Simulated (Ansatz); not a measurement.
# How the geometry moves the gap of Al2O3 (Corundum)

How far does the choice of cell move the gap? The case is Al2O3 (Corundum).

Method: PBE, HSE06 and G0W0, plane waves, PAW, in Ansatz 0.2.0.

**Experimental background.**

- Gap 8.7 eV: optical band gap of host from absorption; optical absorption, quoted from earlier work; bulk crystal (high-purity reference sample) (quoted in “Multi-petahertz electron interference in Cr:Al2O3 solid-state material”, 2018, pmc:5906618).

## Step 1: Set-up

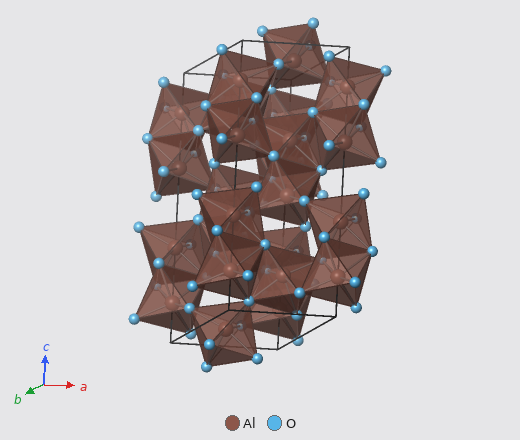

The cell as given, from a free direction (aluminium brown, oxygen blue). This picture shows the conventional cell, with its axes. Some periodic images of atoms are drawn too.

The cell and positions come from the Crystallography Open Database and are kept as given unless a step says otherwise. The default PAW set here is soft_2. Its files were made with PBE.

## Step 2: PBE bands at the given cell

Levels along a band path, at the cheap level, show where the edges lie and whether the meshes to come will hold them.

This step: DFT, PBE, plane waves, PAW.

input.yaml

```yaml
crystal:
  lattice:
    - [2.38025, 1.3742379782, 4.3318666667]
    - [-2.38025, 1.3742379782, 4.3318666667]
    - [0.0, -2.7484759565, 4.3318666667]
  atoms:
    - { symbol: Al, position: [0.35216, 0.35216, 0.35216] }
    - { symbol: Al, position: [0.14784, 0.14784, 0.14784] }
    - { symbol: Al, position: [0.64784, 0.64784, 0.64784] }
    - { symbol: Al, position: [0.85216, 0.85216, 0.85216] }
    - { symbol: O, position: [0.55668, 0.94332, 0.25] }
    - { symbol: O, position: [0.25, 0.55668, 0.94332] }
    - { symbol: O, position: [0.94332, 0.25, 0.55668] }
    - { symbol: O, position: [0.44332, 0.05668, 0.75] }
    - { symbol: O, position: [0.75, 0.44332, 0.05668] }
    - { symbol: O, position: [0.05668, 0.75, 0.44332] }
kpoints:
  mp_grid: { grid: [6, 6, 6] }
  band_path:
    path:
      - [[0.0, 0.0, 0.0], [0.5, 0.5, 0.5], [0.76623952, 0.23376048, 0.5]]
      - [[0.5, -0.23376048, 0.23376048], [0.5, 0.0, 0.0], [0.0, 0.0, 0.0], [0.36688024, -0.36688024, 0.0]]
      - [[0.63311976, 0.0, 0.36688024], [0.5, 0.0, 0.5], [0.0, 0.0, 0.0]]
    npoints: 10
hamiltonian:
  xc: pbe
scf:
  occupations: { method: fermi_dirac, width: 0.02 }
  n_extra_bands: 7
output:
  eigenvalues: true
  forces: true
  stress: true
  write_density: true
  write_potential: true
  elf: true
  volumetric_format: npy
```

Launch:

```
$ ansatz run input.yaml --threads 3 --pin off --max-ram 92160MiB --backend cuda --events-out ev --progress --plain --runs-dir out --devices 1 --max-vram 13GiB
```

Numbers of over 12 decimals in the logs are rounded to 6 here.

The program printed:

```text
scf.n_extra_bands = 7 over 24 filled bands (N_el = 48.0): the run solves 31 bands
GPUs: using 1 of 1 available (devices: 1).
Engine: ansatz 0.2.0, x86_64-unknown-linux-gnu
Pseudopotentials: kind: paw
Pseudopotential: Al, paw, valence charge 3, recommended cutoff 420 eV (normal), Al.paw.azcp
Pseudopotential: O, paw, valence charge 6, recommended cutoff 420 eV (normal), O.paw.azcp
Functional definition: PBE
  parameter kappa = 0.804
  parameter beta = 0.066725
  exchange = pbe_x(kappa = kappa, mu = beta*pi^2/3)
  correlation = pbe_c(beta = beta)
device memory: the entry about to start is reckoned to put 1.6 GiB on a device that reports 46.0 GiB free (of which the cap on the GPU budget leaves the run 13.0 GiB)
GPU FFT provider: cuFFT
GPU libraries: cuBLAS 13.8.2, cuFFT 12.4.0, cuSOLVER 12.3.4
Crystal: 10 atoms, lattice volume = 85.018 Å³
Basis set: ecut = 420 eV, 1653 PW (Γ), exchange–correlation on 72×72×72 points (8 copies of the dense FFT grid, shifted against one another)
Bands: 31, of which v1, the nominal top of the filled ones, is band 24 counted from 1 (23 counted from 0)
Symmetry: 12 space group operations
Space group: R-3c (ITA 167), of the structure as read, at distance tolerance 4.4e-5 Å
k-points: 32 of 216
Non-local potential: Al, projectors of the file, l = 0: 2, l = 1: 2, l = 2: 1
Non-local potential: O, projectors of the file, l = 0: 2, l = 1: 2, l = 2: 1
PAW form: soft (Blöchl's): semilocal exchange-correlation on the pseudo side does not see the compensation charge
PAW one-centre angular grid: Al, 110 points (default); XC on 64 Gauss nodes
PAW one-centre angular grid: O, 110 points (default); XC on 64 Gauss nodes
Initial density: superposition of atomic densities (neutral atoms: chi_scale 0, normalization atom), corrected by the library's trained network
Initial wavefunctions: pseudopotential atomic-orbital guess
GPU buffer pool allocated for 46656 grid points (all kernels)
GPU transforms: local potential and band sums: pruned to the plane-wave sphere, on 36×36×36
Functional: x = pbe(κ = 0.804, μ = 0.219515), c = pbe(β = 0.066725)
SCF iter   1: F=—  HF=-5569.548875 eV  |F-HF|=—  |Δ(HF+E_count)|=         —  Δρ=1.66e-3  dr2=1.06e-3  ethr=1.77e-3  ⟨swp⟩=9.7  Hψ=5717  notcnv=0
preconditioner: auto → Resta (q_TF=auto, 2.480 Å⁻¹)  ε∞=3.7  [insulator: Δε(μ)=6.209 eV  Ē_g=16.861 eV  σ=0.020 eV  W_gap=1.00  n_scr=20 (ndim 8)  ℏωp=27.9 eV  f_vac=0.000  D(μ)=0.00/eV (n_scr^D=0)  ε∞_Penn≈3.7]
SCF iter   2: F=—  HF=-5569.550041 eV  |F-HF|=—  |Δ(HF+E_count)|=   1.17e-3  Δρ=8.81e-4  dr2=2.74e-4  ethr=2.21e-6  ⟨swp⟩=2.7  Hψ=2264  notcnv=0  defer=26
SCF iter   3: F=—  HF=-5569.550703 eV  |F-HF|=—  |Δ(HF+E_count)|=   6.62e-4  Δρ=1.75e-4  dr2=1.46e-5  ethr=5.70e-7  ⟨swp⟩=2.0  Hψ=1721  notcnv=0  defer=26
SCF iter   4: F=—  HF=-5569.550868 eV  |F-HF|=—  |Δ(HF+E_count)|=   1.65e-4  Δρ=4.34e-5  dr2=7.97e-7  ethr=3.04e-8  ⟨swp⟩=2.0  Hψ=1612  notcnv=0  defer=26
iter 5 did not close the SCF: its close was put off for the readings that it lacked (scf_convergence_deferred on its scf_iter line)
SCF iter   5: F=-5569.550868 eV  HF=-5569.550868 eV  |F-HF|=5.86e-8  |Δ(HF+E_count)|=   7.41e-7  Δρ=1.29e-5  dr2=8.42e-8  ethr=1.66e-9  ⟨swp⟩=2.0  Hψ=1725  notcnv=0  defer=26
SCF iter   6: F=-5569.550868 eV  HF=-5569.550868 eV  |F-HF|=1.60e-9  |Δ(HF+E_count)|=   1.98e-8  Δρ=2.24e-6  dr2=2.32e-9  ethr=1.75e-10  ⟨swp⟩=11.6  Hψ=6603  notcnv=0
SCF 1 converged in 6 iterations: F = -5569.550868 eV  dr2 = 2.32e-9
[...]
device memory: the entry about to start is reckoned to put 3.1 GiB on a device that reports 46.1 GiB free (of which the cap on the GPU budget leaves the run 13.0 GiB)
NSCF: frozen V_eff on 73 k-points, pencils in batches of 32, up to order 140
SCF converged after 6 iterations
Free energy (F): -5569.550868 eV
Harris-Foulkes:  -5569.550868 eV  (|F-HF|=1.60e-9)
Internal energy: -5569.550868 eV  (E = F + TS)
E sigma→0 (E₀):  -5569.550868 eV
Fermi energy:    10.868631 eV
--- Per-component energies (eV) ---
  E_band       = 66.965504
  E_kinetic    = 1184.757189
  E_local      = -1979.098300  (includes V_loc(G=0)·N_el)
  E_nonlocal   = 324.568387
  E_hartree    = 734.070037
  E_xc         = -613.961188
  E_vxc        = -697.573883  (∫ρ·V_xc dr)
  E_paw        = -2822.171599  (= ΣΔE_a)
  E_vpaw       = -233.841840  (= ΣTr[D̂ρ^β])
  E_aug_tail   = 0.015174  (compensation charges beyond the density's cutoff)
  E_ewald      = -2397.730569
  E_smearing   = -0.000000  (= −TS)
  E_closure    = -0.000000  (closes the sum)
  Σ components = -5569.550868   (vs F -5569.550868, Δ=0.00e0)
--- Forces (eV/Å), atoms counted from 1 ---
  atom   1  Al    -0.00000000     0.00000000    -0.02900936
  atom   2  Al    -0.00000000    -0.00000000     0.02900936
  atom   3  Al     0.00000000    -0.00000000     0.02900936
  atom   4  Al     0.00000000     0.00000000    -0.02900936
  atom   5  O     -0.02508959    -0.00000000     0.00000000
  atom   6  O      0.01254480    -0.02172823    -0.00000000
  atom   7  O      0.01254480     0.02172823     0.00000000
  atom   8  O      0.02508959    -0.00000000     0.00000000
  atom   9  O     -0.01254480     0.02172823     0.00000000
  atom  10  O     -0.01254480    -0.02172823    -0.00000000
  max |Σ_I F_I| component: 1.50e-17 eV/Å
--- Stress (GPa, compression-positive) ---
        7.538154       0.000000       0.000000
        0.000000       7.538154       0.000000
        0.000000       0.000000       6.951241
  P = ⅓ Tr σ = 7.3425 GPa (73.425 kbar)
--- Band table (eV; the first three rows and the last of 32) ---
  k-point 0: bands = [... 20 lower, 7.2533, 7.7066, 7.7066, 7.7509, 13.9678, 16.9105, 18.5126, 19.2898, ... 3 higher]
  k-point 1: bands = [... 20 lower, 7.0658, 7.4032, 7.6666, 7.7001, 14.5977, 17.4177, 18.0775, 18.9780, ... 3 higher]
  k-point 2: bands = [... 20 lower, 6.9074, 7.1998, 7.5192, 7.5646, 15.9118, 17.5684, 17.9221, 18.2813, ... 3 higher]
  k-point 31: bands = [... 20 lower, 7.3683, 7.3683, 7.3683, 7.3683, 16.4293, 16.4293, 18.8590, 18.8590, ... 3 higher]
```

Wall time 7.2 s (1 × NVIDIA H100 80GB HBM3 (shared by 6 runs) with 3 threads of AMD EPYC 7R13 (Zen 3), shared host); peak memory 0.94 GiB; 5.9 s of CPU time.

This step gave:

```
pressure             : 7.343 GPa
filled bands         : 24
gap                  : 6.217 eV
valence top at       : Γ
conduction bottom at : Γ
least direct gap     : 6.217 eV
```

The gap is direct, at Γ. The pressure of 7 GPa says that this functional would expand the cell; it is kept.

## Step 3: Relaxing cell and ions

Gaps follow bond lengths, so the structure is brought to rest first.

input.yaml, the sections that differ from step 2:

```yaml
kpoints:
  mp_grid: { grid: [6, 6, 6] }
scf:
  occupations: { method: fermi_dirac, width: 0.02 }
relax:
  f_tol: 0.01
  max_steps: 60
  cell: {}
output:
  write_density: true
  write_potential: true
  elf: true
  volumetric_format: npy
# crystal, hamiltonian: as in step 2
```

The program printed:

```text
GPUs: using 1 of 1 available (devices: 1).
[...]
GPU FFT provider: cuFFT
GPU libraries: cuBLAS 13.8.2, cuFFT 12.4.0, cuSOLVER 12.3.4
Crystal: 10 atoms, lattice volume = 85.018 Å³
Basis set: ecut = 420 eV, 1653 PW (Γ), exchange–correlation on 72×72×72 points (8 copies of the dense FFT grid, shifted against one another)
Bands: 34, of which v1, the nominal top of the filled ones, is band 24 counted from 1 (23 counted from 0)
Symmetry: 12 space group operations
[...]
k-points: 32 of 216
[...]
GPU buffer pool allocated for 46656 grid points (all kernels)
[...]
SCF iter   1: F=—  HF=-5569.548869 eV  |F-HF|=—  |Δ(HF+E_count)|=         —  Δρ=1.71e-3  dr2=1.21e-3  ethr=1.77e-3  ⟨swp⟩=9.9  Hψ=6341  notcnv=0
[...]
SCF iter   6: F=-5569.550868 eV  HF=-5569.550868 eV  |F-HF|=1.05e-9  |Δ(HF+E_count)|=   9.91e-9  Δρ=2.39e-6  dr2=2.71e-9  ethr=5.00e-11  ⟨swp⟩=5.2  Hψ=5691  notcnv=0
SCF 1 converged in 6 iterations: F = -5569.550868 eV  dr2 = 2.71e-9
[...]
relax step   1: F+E_penalty+E_count = -5569.55086830 eV  Δ(F+E_penalty+E_count) = +0.000e0 eV  max|allowed force component| = 2.901e-2 eV/Å  Δτ_max = 0.0000 Å  P = +7.343 GPa  Ω = 85.018 Å³  (6 SCF iters, dr2 threshold 1.00e-7 eV, accepted)
[...]
relax step   2: F+E_penalty+E_count = -5569.58312398 eV  Δ(F+E_penalty+E_count) = -3.226e-2 eV  max|allowed force component| = 2.530e-2 eV/Å  Δτ_max = 0.0011 Å  P = +3.996 GPa  Ω = 86.105 Å³  energy of the carried Pulay correction = -5.951e-3 eV  (5 SCF iters, dr2 threshold 1.00e-6 eV, accepted)
[...]
relax step   4: F+E_penalty+E_count = -5569.59299792 eV  Δ(F+E_penalty+E_count) = +2.224e-4 eV  max|allowed force component| = 3.629e-3 eV/Å  Δτ_max = 0.0006 Å  P = -0.003 GPa  Ω = 87.489 Å³  energy of the carried Pulay correction = -1.342e-2 eV  (4 SCF iters, dr2 threshold 2.16e-7 eV, accepted)
[...]
relax step   6: F+E_penalty+E_count = -5569.60876478 eV  Δ(F+E_penalty+E_count) = -1.575e-2 eV  max|allowed force component| = 1.708e-3 eV/Å  Δτ_max = 0.0000 Å  P = +0.322 GPa  Ω = 87.487 Å³  stress off target by 3.25e-1 GPa  SCF on the basis re-selected at this cell (its energy is not comparable with the rows above)  (5 SCF iters)
[...]
relax step   8: F+E_penalty+E_count = -5569.60886715 eV  Δ(F+E_penalty+E_count) = -6.030e-4 eV  max|allowed force component| = 6.052e-4 eV/Å  Δτ_max = 0.0000 Å  P = +0.018 GPa  Ω = 87.602 Å³  stress off target by 2.05e-2 GPa  SCF on the basis re-selected at this cell (its energy is not comparable with the rows above)  (5 SCF iters)
[...]
SCF converged after 5 iterations
Free energy (F): -5569.608867 eV
[...]
Internal energy: -5569.608867 eV  (E = F + TS)
E sigma→0 (E₀):  -5569.608867 eV
Fermi energy:    10.299513 eV
[...]
--- Forces (eV/Å), atoms counted from 1 ---
  atom   1  Al     0.00000000    -0.00000000     0.00052336
  atom   2  Al     0.00000000     0.00000000    -0.00052336
  atom   3  Al    -0.00000000     0.00000000    -0.00052336
  atom   4  Al    -0.00000000    -0.00000000     0.00052336
  atom   5  O      0.00060523     0.00000000    -0.00000000
  atom   6  O     -0.00030262     0.00052415     0.00000000
  atom   7  O     -0.00030262    -0.00052415    -0.00000000
  atom   8  O     -0.00060523     0.00000000     0.00000000
  atom   9  O      0.00030262    -0.00052415    -0.00000000
  atom  10  O      0.00030262     0.00052415     0.00000000
  max |Σ_I F_I| component: 4.45e-18 eV/Å
--- Stress (GPa, compression-positive) ---
        0.016467      -0.000000      -0.000000
       -0.000000       0.016467      -0.000000
       -0.000000      -0.000000       0.020478
  P = ⅓ Tr σ = 0.0178 GPa (0.178 kbar)
--- Band table (eV; the first three rows and the last of 32) ---
  k-point 0: bands = [... 20 lower, 6.8998, 7.3290, 7.3290, 7.3600, 13.2107, 16.2833, 17.7515, 18.6462, ... 6 higher]
  k-point 1: bands = [... 20 lower, 6.7163, 7.0342, 7.2927, 7.3173, 13.8462, 16.7770, 17.3556, 18.3197, ... 6 higher]
  k-point 2: bands = [... 20 lower, 6.5584, 6.8440, 7.1540, 7.1922, 15.1631, 16.8831, 17.2582, 17.5586, ... 6 higher]
  k-point 31: bands = [... 20 lower, 7.0080, 7.0080, 7.0080, 7.0080, 15.7171, 15.7171, 18.2303, 18.2303, ... 6 higher]
--- Relaxed structure (6 steps of the walk, 6 accepted, 2 SCFs on fresh bases) ---
  F+E_penalty+E_count = -5569.60886715 eV   max|allowed force component| = 6.052e-4 eV/Å   (the final SCF, on the basis selected at the relaxed cell)
  cell:  # Å, volume = 87.6025 Å³
    - [2.404356, 1.388156, 4.374495]
    - [-2.404356, 1.388156, 4.374495]
    - [0, -2.776312, 4.374495]
  atoms:
    - { symbol: Al, position: [0.352146, 0.352146, 0.352146] }
    - { symbol: Al, position: [0.147854, 0.147854, 0.147854] }
    - { symbol: Al, position: [0.647854, 0.647854, 0.647854] }
    - { symbol: Al, position: [0.852146, 0.852146, 0.852146] }
    - { symbol: O, position: [0.556170, 0.943830, 0.250000] }
    - { symbol: O, position: [0.250000, 0.556170, 0.943830] }
    - { symbol: O, position: [0.943830, 0.250000, 0.556170] }
    - { symbol: O, position: [0.443830, 0.056170, 0.75] }
    - { symbol: O, position: [0.750000, 0.443830, 0.056170] }
    - { symbol: O, position: [0.056170, 0.750000, 0.443830] }
```

Wall time 12 s (1 × NVIDIA H100 80GB HBM3 (shared by 6 runs) with 3 threads); peak memory 0.94 GiB.

The steps of the relaxation:

```csv
step,energy less that of the first step (eV),largest force component (eV/Å),pressure (GPa),volume (Å³)
1,0.0000,0.0290,7.34,85.02
2,-0.0323,0.0253,4.00,86.10
3,-0.0424,0.0109,0.13,87.44
4,-0.0421,0.0036,0.00,87.49
5,-0.0421,0.0023,0.00,87.49
6*,-0.0579,0.0017,0.32,87.49
7,-0.0574,0.0006,0.01,87.60
8*,-0.0580,0.0006,0.02,87.60
```

Relaxation steps marked * repeat the geometry before them on a plane-wave basis chosen anew for their cell, so energy and pressure can jump there.

The run keeps the 12 symmetry operations that it works with, so distortions that break them were not tested.

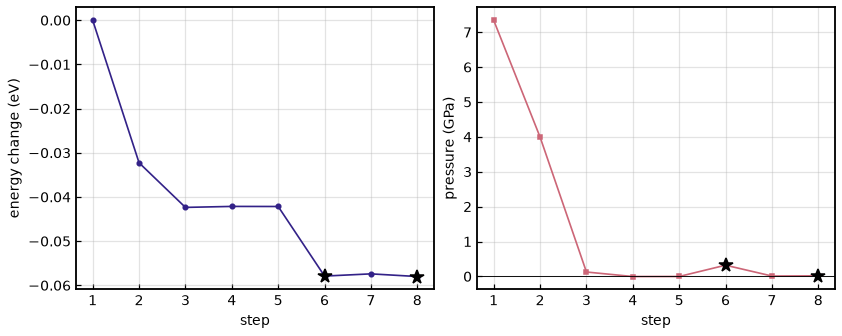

Energy and pressure along the relaxation. Stars mark steps on a basis chosen anew.

| conventional cell, symmetrised | before | after | change |
| --- | --- | --- | --- |
| a (Å) | 4.760 | 4.809 | +1.0 % |
| b (Å) | 4.760 | 4.809 | +1.0 % |
| c (Å) | 12.996 | 13.123 | +1.0 % |
| volume (Å³/atom) | 8.50 | 8.76 | +3.0 % |

## Step 4: PBE at the relaxed cell

input.yaml

```yaml
crystal:
  lattice:
    - [2.4043564038, 1.3881558169, 4.3744954554]
    - [-2.4043564038, 1.3881558169, 4.3744954554]
    - [0.0, -2.7763116339, 4.3744954554]
  atoms:
    - { symbol: Al, position: [0.352145786, 0.352145786, 0.352145786] }
    - { symbol: Al, position: [0.147854214, 0.147854214, 0.147854214] }
    - { symbol: Al, position: [0.647854214, 0.647854214, 0.647854214] }
    - { symbol: Al, position: [0.852145786, 0.852145786, 0.852145786] }
    - { symbol: O, position: [0.5561701124, 0.9438298876, 0.25] }
    - { symbol: O, position: [0.25, 0.5561701124, 0.9438298876] }
    - { symbol: O, position: [0.9438298876, 0.25, 0.5561701124] }
    - { symbol: O, position: [0.4438298876, 0.0561701124, 0.75] }
    - { symbol: O, position: [0.75, 0.4438298876, 0.0561701124] }
    - { symbol: O, position: [0.0561701124, 0.75, 0.4438298876] }
kpoints:
  mp_grid: { grid: [6, 6, 6] }
  band_path:
    path:
      - [[0.0, 0.0, 0.0], [0.5, 0.5, 0.5], [0.76623952, 0.23376048, 0.5]]
      - [[0.5, -0.23376048, 0.23376048], [0.5, 0.0, 0.0], [0.0, 0.0, 0.0], [0.36688024, -0.36688024, 0.0]]
      - [[0.63311976, 0.0, 0.36688024], [0.5, 0.0, 0.5], [0.0, 0.0, 0.0]]
    npoints: 10
hamiltonian:
  xc: pbe
scf:
  occupations: { method: fermi_dirac, width: 0.02 }
  n_extra_bands: 7
output:
  eigenvalues: true
  forces: true
  stress: true
  write_density: true
  write_potential: true
  elf: true
  volumetric_format: npy
```

The program printed:

```text
[...]
GPUs: using 1 of 1 available (devices: 1).
[...]
GPU FFT provider: cuFFT
GPU libraries: cuBLAS 13.8.2, cuFFT 12.4.0, cuSOLVER 12.3.4
Crystal: 10 atoms, lattice volume = 87.602 Å³
Basis set: ecut = 420 eV, 1707 PW (Γ), exchange–correlation on 72×72×72 points (8 copies of the dense FFT grid, shifted against one another)
[...]
k-point 0: bands = [... 20 lower, 6.8997, 7.3290, 7.3290, 7.3600, 13.2107, 16.2833, 17.7514, 18.6462, ... 3 higher]
  k-point 1: bands = [... 20 lower, 6.7162, 7.0342, 7.2927, 7.3173, 13.8462, 16.7770, 17.3556, 18.3197, ... 3 higher]
  k-point 2: bands = [... 20 lower, 6.5584, 6.8440, 7.1540, 7.1922, 15.1630, 16.8830, 17.2582, 17.5585, ... 3 higher]
  k-point 31: bands = [... 20 lower, 7.0080, 7.0080, 7.0080, 7.0080, 15.7171, 15.7171, 18.2303, 18.2303, ... 3 higher]
[key lines of the parts left out:]
SCF converged after 6 iterations
Free energy (F): -5569.608867 eV
Fermi energy:    10.299494 eV
P = ⅓ Tr σ = 0.0177 GPa (0.177 kbar)
```

The job ended after 6.6 s (1 × NVIDIA H100 80GB HBM3 (shared by 6 runs) with 3 threads; peak memory 0.94 GiB).

Numbers from this step:

```
pressure             : 0.01771 GPa
gap                  : 5.851 eV
valence top at       : Γ
conduction bottom at : Γ
least direct gap     : 5.851 eV
```

The gap is direct, at Γ.

## Step 5: HSE06 at the relaxed cell

HSE06 mixes in a quarter of exact exchange at short range. Exchange couples all pairs of k points, which makes a full band path dear, so levels are read on the mesh and at chosen points.

This step: DFT, HSE06, plane waves, PAW.

Edit input.yaml of step 4 so:

```diff
@@ -17,13 +17,18 @@
 kpoints:
-  mp_grid: { grid: [6, 6, 6] }
+  mp_grid: { grid: [4, 4, 4] }
   band_path:
     path:
-      - [[0.0, 0.0, 0.0], [0.5, 0.5, 0.5], [0.76623952, 0.23376048, 0.5]]
-      - [[0.5, -0.23376048, 0.23376048], [0.5, 0.0, 0.0], [0.0, 0.0, 0.0], [0.36688024, -0.36688024, 0.0]]
-      - [[0.63311976, 0.0, 0.36688024], [0.5, 0.0, 0.5], [0.0, 0.0, 0.0]]
-    npoints: 10
+      - [0.0, 0.0, 0.0]
+      - [0.5, 0.5, 0.5]
+      - [0.76623952, 0.23376048, 0.5]
+      - [0.5, -0.23376048, 0.23376048]
+      - [0.5, 0.0, 0.0]
+      - [0.36688024, -0.36688024, 0.0]
+      - [0.63311976, 0.0, 0.36688024]
+      - [0.5, 0.0, 0.5]
+    npoints: 1
 hamiltonian:
-  xc: pbe
+  xc: hse06
 scf:
-  occupations: { method: fermi_dirac, width: 0.02 }
+  occupations: { method: fixed }
   n_extra_bands: 7
@@ -31,7 +36 @@
   eigenvalues: true
-  forces: true
-  stress: true
-  write_density: true
-  write_potential: true
-  elf: true
-  volumetric_format: npy
```

The program printed:

```text
[...]
GPUs: using 1 of 1 available (devices: 1).
[...]
davidson cushion auto → on  (no smearing: the cushion is to keep the highest requested band from converging to the state above it; pin scf.eigensolver.cushion to override)
[...]
GPU FFT provider: cuFFT
GPU libraries: cuBLAS 13.8.2, cuFFT 12.4.0, cuSOLVER 12.3.4
Crystal: 10 atoms, lattice volume = 87.602 Å³
Basis set: ecut = 420 eV, 1707 PW (Γ)
[...]
Fermi energy:    6.092281 eV
[...]
--- Band table (eV; the first three rows and the last of 13) ---
  k-point 0: bands = [... 20 lower, 5.5333, 6.0467, 6.0467, 6.0923, 13.7780, 16.8985, 18.5540, 19.3891, ... 3 higher]
  k-point 1: bands = [... 20 lower, 5.2655, 5.6021, 5.9246, 5.9680, 15.0835, 17.8369, 17.9298, 18.6155, ... 3 higher]
  k-point 2: bands = [... 20 lower, 5.1176, 5.1176, 5.7855, 5.7855, 17.2194, 17.2194, 17.4097, 17.4097, ... 3 higher]
  k-point 12: bands = [... 20 lower, 5.6892, 5.6892, 5.6892, 5.6892, 16.3795, 16.3795, 18.9179, 18.9179, ... 3 higher]
[key lines of the parts left out:]
Free energy (F): -5570.915638 eV
```

It took 29 s on 1 × NVIDIA H100 80GB HBM3 (shared by 6 runs) with 3 threads; peak memory 1.3 GiB; 36 s of CPU time.

Numbers from this step:

```yaml
gap: 7.686 eV
valence_top_at: Γ
conduction_bottom_at: Γ
least_direct_gap: 7.686 eV
```

The gap stands +1.84 eV against PBE.

(Continued in part 2 of 2.)

[Paths, hosts, dates, memory and timing lines, banners, echoed tables and standing remarks are left out of the program output.]

[Logs are printed without paths, hosts, clocks, repeated set-up lines and the standing remarks that a program may print on its own settings, such as how far it seeks lower states.]

[Runs of the session that timed out or met a known fault of the program may be left out.]

[Cells called generated may have been cut or substituted from an entry of the Crystallography Open Database or the Materials Project.]

[Hosts, paths, dates, database ids (printed as entryN), source tags and the programs' standing remarks are cut or masked in the printed files.]
